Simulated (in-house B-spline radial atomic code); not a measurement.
# Br⁶⁺: density, ELF and screening along the radius

How do the shells of Br⁶⁺ show in real space, and how much do the settings move them?

The numbers are computed with in-house B-spline radial atomic code version 1 (several methods, spin-polarised, as named in each step; spherical all-electron atom at the radial basis limit), except any that are marked as measured or tabulated.

**1. The atom as given**

* element: bromine (Z = 35)
* charge: +6
* electrons: 29
* configuration: [Ar] 3d10 4s1
* nucleus: point (non-relativistic runs) or finite (X2C runs)

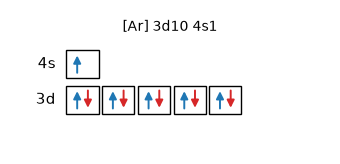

Outer shells as boxes.

Where spins are not typed, each open shell is filled with up spins first.

**2. LDA (VWN5), non-rel.**

Settings, as recorded:

```ini
Z = 35
electrons = 29.0
configuration = [Ar] 3d10 4s1
hamiltonian = nr
method = lda,vwn
spin_polarised = True
```

Started as:

```
$ python run_scf.py task.json out
```

One command runs all members of the session, one after another, from task.json.

Main fields of the result record, rounded:

```text
{
  "status": "converged",
  "scf [iteration, energy, orbital gradient]": [
    [1, -2544.12442021, 0.861],
    [2, -2550.91997377, 0.889],
    [3, -2560.70032216, 0.128],
    [4, -2560.9791404, 0.0198],
    [5, -2560.98404757, 0.0075],
    [6, -2560.98459, 0.00487],
    [7, -2560.98493437, 6.37e-05],
    [8, -2560.98493441, 1.07e-06],
    [9, -2560.98493441, 1.54e-07]
  ],
  "energy [hartree]": {"total": -2560.98493441, "kinetic": 2558.91862436, "nuclear": -6029.65814189, "coulomb": 994.872448807, "xc": -85.1178656901},
  "orbitals [hartree, bohr; first row names the columns]": [
    ["name", "occ", "eps", "<r>", "<r^2>", "<1/r>", "r_max", "density_at_nucleus", "spin_orbit_zeta"],
    ["1s up", 1.0, -483.59976, 0.043738, 0.0025615, 34.455, 0.02889, 13224.0, "-"],
    ["1s down", 1.0, -483.59372, 0.043738, 0.0025615, 34.455, 0.02889, 13224.0, "-"],
    ["2s up", 1.0, -65.051454, 0.19396, 0.044277, 7.637, 0.16323, 1293.0, "-"],
    ["2s down", 1.0, -65.04763, 0.19396, 0.044277, 7.6369, 0.16323, 1292.9, "-"],
    ["2p up", 3.0, -59.029311, 0.16723, 0.034166, 7.6236, 0.12904, "-", 1.1111],
    ["2p down", 3.0, -59.025356, 0.16723, 0.034166, 7.6236, 0.12905, "-", 1.1111],
    ["3s up", 1.0, -11.699126, 0.56211, 0.3631, 2.5281, 0.49389, 207.2, "-"],
    ["3s down", 1.0, -11.690819, 0.5617, 0.36246, 2.5294, 0.49389, 207.38, "-"],
    ["3p up", 3.0, -9.5869941, 0.56701, 0.37604, 2.4213, 0.48472, "-", 0.16],
    ["3p down", 3.0, -9.5777329, 0.56633, 0.37494, 2.4234, 0.48469, "-", 0.16025],
    ["3d up", 5.0, -5.7989714, 0.57846, 0.41098, 2.1801, 0.42742, "-", 0.01612],
    ["3d down", 5.0, -5.7868474, 0.57624, 0.40715, 2.1853, 0.4272, "-", 0.016195],
    ["4s up", 1.0, -3.526545, 1.4403, 2.3289, 0.93201, 1.3218, 34.689, "-"]
  ],
  "sum_r [bohr^k]": {"-1": 172.2759, "1": 13.21651, "2": 9.696755},
  "density_at_nucleus [bohr^-3]": 29483.65,
  "spin_density_at_nucleus [bohr^-3]": 34.73086,
  "mass_velocity [hartree]": -116.9717,
  "darwin [hartree]": 86.3177,
  "radius_at_0.001 [bohr]": 2.526,
  "radius_enclosing_fraction [bohr]": {"0.5": 0.4013, "0.9": 0.8826, "0.99": 1.713},
  "slater [hartree]": {
    "F0(3d up,3d up)": 1.583,
    "F2(3d up,3d up)": 0.76029,
    "F4(3d up,3d up)": 0.47874,
    "F0(3d up,3d down)": 1.5856,
    "F2(3d up,3d down)": 0.76205,
    "F4(3d up,3d down)": 0.47994,
    "F0(3d up,4s up)": 0.78546,
    "G2(3d up,4s up)": 0.074846,
    "F0(3d down,3d down)": 1.5883,
    "F2(3d down,3d down)": 0.76381,
    "F4(3d down,3d down)": 0.48116,
    "F0(3d down,4s up)": 0.78584,
    "F0(4s up,4s up)": 0.62342
  }
}
```

Wall time 0.34 s (1 thread, shared host).

radius_at_0.001 is where the density falls to 0.001 electrons per bohr³.

Fields along the radius, from the same record (one point in 2):

| r (bohr) | 4πr²n (1/bohr) | ELF | screened charge r·V (e) | reduced gradient s | 4πr²(n↑−n↓) |
| --- | --- | --- | --- | --- | --- |
| 0.00581 | 8.331 | 0.9994 | 34.01 | 0.4183 | 0.009698 |
| 0.00856 | 14.93 | 0.9989 | 33.55 | 0.4449 | 0.01712 |
| 0.0126 | 24.42 | 0.9977 | 32.91 | 0.4861 | 0.02704 |
| 0.0185 | 35.06 | 0.9930 | 32.03 | 0.5497 | 0.03558 |
| 0.0273 | 42.21 | 0.9654 | 30.83 | 0.6454 | 0.03363 |
| 0.0402 | 40.84 | 0.7676 | 29.28 | 0.7446 | 0.01404 |
| 0.0591 | 35.49 | 0.3373 | 27.30 | 0.6414 | -0.001408 |
| 0.0870 | 39.95 | 0.4164 | 24.78 | 0.3164 | 0.04058 |
| 0.128 | 50.59 | 0.7561 | 21.71 | 0.3578 | 0.1011 |
| 0.189 | 42.34 | 0.6598 | 18.32 | 0.5846 | 0.02082 |
| 0.278 | 28.46 | 0.2564 | 14.78 | 0.4306 | 0.02089 |
| 0.409 | 33.81 | 0.6385 | 11.12 | 0.2439 | 0.2278 |
| 0.601 | 27.85 | 0.7707 | 8.161 | 0.5275 | 0.02059 |
| 0.885 | 9.854 | 0.4483 | 6.668 | 1.031 | 0.3181 |
| 1.30 | 2.202 | 0.1396 | 6.165 | 1.510 | 0.9703 |
| 1.92 | 0.4731 | 0.5173 | 6.021 | 2.702 | 0.4272 |
| 2.82 | 0.02973 | 0.7761 | 6.001 | 10.18 | 0.02943 |
| 4.16 | 0.0001667 | 0.4340 | 6.000 | 81.76 | 0.0001666 |

**3. PBE, non-rel.**

Settings, as recorded:

```ini
Z = 35
electrons = 29.0
configuration = [Ar] 3d10 4s1
hamiltonian = nr
method = pbe,pbe
spin_polarised = True
```

Results of the run:

```text
{
  "status": "converged",
  "scf [iteration, energy, orbital gradient]": [
    [1, -2547.25453371, 0.873],
    [2, -2554.38671762, 0.861],
    [3, -2563.91336842, 0.133],
    [4, -2564.19974547, 0.0194],
    [5, -2564.20418311, 0.0083],
    [6, -2564.20495242, 0.00468],
    [7, -2564.20528647, 5.43e-05],
    [8, -2564.20528648, 1.66e-06],
    [9, -2564.20528648, 1.08e-07]
  ],
  "energy [hartree]": {"total": -2564.20528648, "kinetic": 2562.86498454, "nuclear": -6033.94476339, "coulomb": 995.267896178, "xc": -88.3934038067},
  "orbitals [hartree, bohr; first row names the columns]": [
    ["name", "occ", "eps", "<r>"],
    ["1s up", 1.0, -484.38103, 0.043685],
    ["1s down", 1.0, -484.37593, 0.043685],
    ["2s up", 1.0, -65.135445, 0.19367],
    ["2s down", 1.0, -65.132256, 0.19367],
    ["2p up", 3.0, -59.051112, 0.16711],
    ["2p down", 3.0, -59.04763, 0.16711],
    ["3s up", 1.0, -11.727033, 0.56103],
    ["3s down", 1.0, -11.717733, 0.56059],
    ["3p up", 3.0, -9.5940911, 0.56641],
    ["3p down", 3.0, -9.5837927, 0.5657],
    ["3d up", 5.0, -5.7865268, 0.57831],
    ["3d down", 5.0, -5.7736638, 0.57617],
    ["4s up", 1.0, -3.5095021, 1.445]
  ],
  "sum_r [bohr^k]": {"-1": 172.3984, "1": 13.21274, "2": 9.698952}
}
```

Run time: 0.13 s. Hardware: 1 thread, shared host.

Fields along the radius, from the same record (one point in 4):

| r (bohr) | 4πr²n (1/bohr) | ELF | screened charge r·V (e) | reduced gradient s | 4πr²(n↑−n↓) |
| --- | --- | --- | --- | --- | --- |
| 0.00582 | 8.380 | 0.9994 | 34.01 | 0.4184 | 0.009578 |
| 0.0126 | 24.49 | 0.9977 | 32.91 | 0.4862 | 0.02662 |
| 0.0273 | 42.27 | 0.9655 | 30.83 | 0.6460 | 0.03303 |
| 0.0592 | 35.45 | 0.3351 | 27.29 | 0.6404 | -0.001517 |
| 0.128 | 50.66 | 0.7571 | 21.71 | 0.3576 | 0.09935 |
| 0.278 | 28.36 | 0.2546 | 14.78 | 0.4307 | 0.01934 |
| 0.603 | 27.78 | 0.7703 | 8.136 | 0.5314 | 0.01597 |
| 1.31 | 2.127 | 0.1394 | 6.161 | 1.516 | 0.9648 |
| 2.83 | 0.03035 | 0.7977 | 6.001 | 10.01 | 0.03007 |

**4. Hartree-Fock, non-rel.**

Settings, as recorded:

```ini
Z = 35
electrons = 29.0
configuration = [Ar] 3d10 4s1
hamiltonian = nr
method = hf
spin_polarised = True
```

Results of the run:

```text
{
  "status": "converged",
  "scf [iteration, energy, orbital gradient]": [
    [1, -2545.82288935, 0.867],
    [2, -2558.01425517, 0.636],
    [3, -2562.74269942, 0.17],
    [4, -2563.09021343, 0.0424],
    [5, -2563.10653919, 0.0206],
    [6, -2563.11268428, 0.00192],
    [7, -2563.1127001, 0.000332],
    [8, -2563.11270099, 1.96e-05],
    [9, -2563.11270099, 8.21e-07],
    [10, -2563.11270099, 5.71e-08]
  ],
  "energy [hartree]": {"total": -2563.11270099, "kinetic": 2563.1126944, "nuclear": -6034.83188521, "coulomb": 995.994327204, "exact_exchange": -87.3878373838},
  "orbitals [hartree, bohr; first row names the columns]": [
    ["name", "occ", "eps", "<r>"],
    ["1s up", 1.0, -493.46145, 0.04367],
    ["1s down", 1.0, -493.44766, 0.043671],
    ["2s up", 1.0, -68.535146, 0.19305],
    ["2s down", 1.0, -68.516987, 0.19309],
    ["2p up", 3.0, -61.891765, 0.16711],
    ["2p down", 3.0, -61.884766, 0.16712],
    ["3s up", 1.0, -13.151269, 0.5571],
    ["3s down", 1.0, -13.109363, 0.55843],
    ["3p up", 3.0, -10.742733, 0.56495],
    ["3p down", 3.0, -10.725585, 0.56435],
    ["3d up", 5.0, -6.4913852, 0.57548],
    ["3d down", 5.0, -6.4806782, 0.57378],
    ["4s up", 1.0, -3.6894729, 1.4696]
  ],
  "sum_r [bohr^k]": {"-1": 172.4238, "1": 13.19545, "2": 9.68599}
}
```

Run time: 0.21 s. Hardware: 1 thread, shared host.

The record's radial tables, every 4th point:

| r (bohr) | 4πr²n (1/bohr) | ELF | screened charge r·V (e) | reduced gradient s | 4πr²(n↑−n↓) |
| --- | --- | --- | --- | --- | --- |
| 0.00584 | 8.424 | 0.9994 | 34.00 | 0.4182 | 0.009094 |
| 0.0127 | 24.71 | 0.9977 | 32.89 | 0.4868 | 0.02535 |
| 0.0275 | 42.36 | 0.9647 | 30.80 | 0.6480 | 0.03113 |
| 0.0597 | 35.35 | 0.3284 | 27.24 | 0.6346 | -0.0002789 |
| 0.130 | 50.88 | 0.7652 | 21.58 | 0.3648 | 0.09553 |
| 0.281 | 28.14 | 0.2504 | 14.67 | 0.4159 | 0.03091 |
| 0.611 | 27.41 | 0.7692 | 8.040 | 0.5437 | 0.005486 |
| 1.33 | 1.927 | 0.1257 | 6.154 | 1.540 | 0.9519 |
| 2.88 | 0.02816 | 0.9048 | 6.001 | 10.31 | 0.02803 |

**5. AM05, non-rel.**

The settings differ from step 4 so:

```diff
@@ -4,3 +4,3 @@
 hamiltonian = nr
-method = hf
+method = am05
 spin_polarised = True
```

Results of the run:

```text
{
  "status": "converged",
  "scf [iteration, energy, orbital gradient]": [
    [1, -2544.32308289, 0.863],
    [2, -2551.29228532, 0.88],
    [3, -2560.91517505, 0.133],
    [4, -2561.19912309, 0.0214],
    [5, -2561.20388734, 0.0082],
    [6, -2561.20456167, 0.00495],
    [7, -2561.20491852, 6.03e-05],
    [8, -2561.20491853, 4.6e-06],
    [9, -2561.20491853, 1.9e-07]
  ],
  "energy [hartree]": {"total": -2561.20491853, "kinetic": 2559.30376677, "nuclear": -6030.13980956, "coulomb": 994.979842827, "xc": -85.3487185719},
  "orbitals [hartree, bohr; first row names the columns]": [
    ["name", "occ", "eps", "<r>"],
    ["1s up", 1.0, -483.65127, 0.043728],
    ["1s down", 1.0, -483.64551, 0.043728],
    ["2s up", 1.0, -65.051825, 0.1939],
    ["2s down", 1.0, -65.048265, 0.1939],
    ["2p up", 3.0, -59.006644, 0.16723],
    ["2p down", 3.0, -59.002875, 0.16723],
    ["3s up", 1.0, -11.699617, 0.56184],
    ["3s down", 1.0, -11.692289, 0.5614],
    ["3p up", 3.0, -9.5805944, 0.56689],
    ["3p down", 3.0, -9.572132, 0.56613],
    ["3d up", 5.0, -5.7878969, 0.57828],
    ["3d down", 5.0, -5.7758934, 0.57572],
    ["4s up", 1.0, -3.5091976, 1.4422]
  ],
  "sum_r [bohr^k]": {"-1": 172.2897, "1": 13.21316, "2": 9.692393}
}
```

Wall time 0.14 s (1 thread, shared host).

Fields along the radius, from the same record (one point in 4):

| r (bohr) | 4πr²n (1/bohr) | ELF | screened charge r·V (e) | reduced gradient s | 4πr²(n↑−n↓) |
| --- | --- | --- | --- | --- | --- |
| 0.00581 | 8.335 | 0.9994 | 34.01 | 0.4183 | 0.009638 |
| 0.0126 | 24.43 | 0.9977 | 32.91 | 0.4861 | 0.02687 |
| 0.0273 | 42.22 | 0.9655 | 30.83 | 0.6455 | 0.03341 |
| 0.0592 | 35.46 | 0.3359 | 27.29 | 0.6404 | -0.001417 |
| 0.128 | 50.60 | 0.7563 | 21.71 | 0.3576 | 0.1000 |
| 0.278 | 28.43 | 0.2559 | 14.78 | 0.4306 | 0.01740 |
| 0.602 | 27.83 | 0.7706 | 8.148 | 0.5287 | 0.01401 |
| 1.30 | 2.190 | 0.1383 | 6.165 | 1.509 | 0.9730 |
| 2.83 | 0.02917 | 0.7831 | 6.001 | 10.21 | 0.02888 |

**6. B97-1, non-rel.**

Settings, as recorded:

```ini
Z = 35
electrons = 29.0
configuration = [Ar] 3d10 4s1
hamiltonian = nr
method = b97_1
spin_polarised = True
```

Results of the run:

```text
{
  "status": "converged",
  "scf [iteration, energy, orbital gradient]": [
    [1, -2547.40440903, 0.866],
    [2, -2555.79159133, 0.816],
    [3, -2564.13039323, 0.146],
    [4, -2564.45088092, 0.0262],
    [5, -2564.45571628, 0.0135],
    [6, -2564.45822761, 0.00291],
    [7, -2564.45835117, 7.64e-05],
    [8, -2564.4583512, 8.24e-06],
    [9, -2564.4583512, 1.93e-07]
  ],
  "energy [hartree]": {"total": -2564.45835121, "kinetic": 2562.97035577, "nuclear": -6034.38746382, "coulomb": 995.627615974, "exact_exchange": -18.3347188108, "xc": -70.3341403149},
  "orbitals [hartree, bohr; first row names the columns]": [
    ["name", "occ", "eps", "<r>"],
    ["1s up", 1.0, -486.26169, 0.043683],
    ["1s down", 1.0, -486.25452, 0.043683],
    ["2s up", 1.0, -65.868869, 0.19357],
    ["2s down", 1.0, -65.861395, 0.19358],
    ["2p up", 3.0, -59.66379, 0.16714],
    ["2p down", 3.0, -59.658771, 0.16714],
    ["3s up", 1.0, -12.028596, 0.56018],
    ["3s down", 1.0, -12.014039, 0.56035],
    ["3p up", 3.0, -9.8401087, 0.56602],
    ["3p down", 3.0, -9.83044, 0.56564],
    ["3d up", 5.0, -5.9456737, 0.5768],
    ["3d down", 5.0, -5.9363105, 0.57576],
    ["4s up", 1.0, -3.5358858, 1.4484]
  ],
  "sum_r [bohr^k]": {"-1": 172.4111, "1": 13.20411, "2": 9.686424}
}
```

It took 0.22 s on 1 thread, shared host.

The record's radial tables, every 4th point:

| r (bohr) | 4πr²n (1/bohr) | ELF | screened charge r·V (e) | reduced gradient s | 4πr²(n↑−n↓) |
| --- | --- | --- | --- | --- | --- |
| 0.00582 | 8.379 | 0.9994 | 34.01 | 0.4183 | 0.009568 |
| 0.0126 | 24.49 | 0.9977 | 32.91 | 0.4861 | 0.02660 |
| 0.0274 | 42.30 | 0.9650 | 30.81 | 0.6470 | 0.03304 |
| 0.0593 | 35.43 | 0.3337 | 27.28 | 0.6393 | -0.0004065 |
| 0.129 | 50.75 | 0.7604 | 21.64 | 0.3612 | 0.1026 |
| 0.279 | 28.35 | 0.2543 | 14.74 | 0.4249 | 0.03866 |
| 0.604 | 27.75 | 0.7704 | 8.120 | 0.5322 | 0.02322 |
| 1.31 | 2.108 | 0.1368 | 6.160 | 1.517 | 0.9542 |
| 2.84 | 0.03017 | 0.8408 | 6.001 | 9.923 | 0.02996 |

**7. Results**

| run | total energy (hartree) | highest level (eV) | radius holding 50 / 90 / 99 % (bohr) | radius at n = 0.001 (bohr) | ELF minima on the full grid (bohr) |
| --- | --- | --- | --- | --- | --- |
| LDA (VWN5), non-rel. | -2560.9849 | -95.962 | 0.401 / 0.883 / 1.71 | 2.53 | 0.072, 0.28, 1.3 |
| PBE, non-rel. | -2564.2053 | -95.498 | 0.401 / 0.881 / 1.72 | 2.54 | 0.072, 0.28, 1.3 |
| Hartree-Fock, non-rel. | -2563.1127 | -100.40 | 0.402 / 0.876 / 1.73 | 2.56 | 0.072, 0.28, 1.3 |
| AM05, non-rel. | -2561.2049 | -95.490 | 0.401 / 0.882 / 1.72 | 2.53 | 0.072, 0.28, 1.3 |
| B97-1, non-rel. | -2564.4584 | -96.216 | 0.401 / 0.880 / 1.72 | 2.54 | 0.072, 0.28, 1.3 |

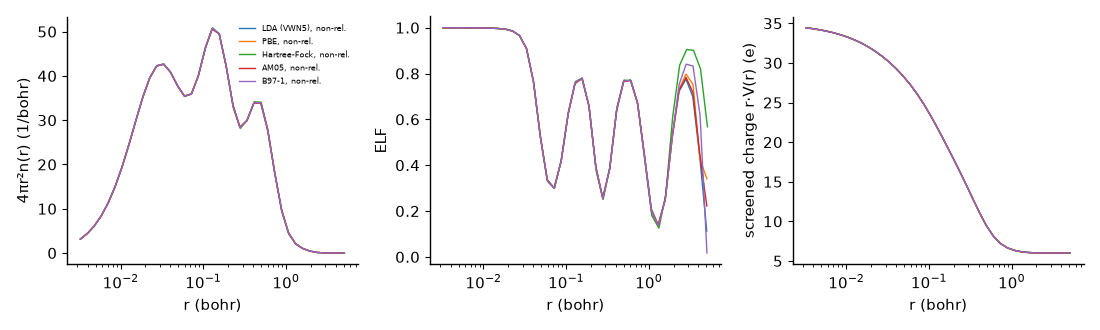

Radial density, ELF and screened nuclear charge of all runs.

What this shows: In the first run ELF has 3 minima on the grid, which mark the borders between shells. On the record's full grid the screened charge (r times the electrostatic potential) falls from 34.9 near the nucleus to 6.00 at 5.0 bohr; far out it tends to the net charge, 6. The grid is coarse (about 21 % a step), so the places of minima are rough.
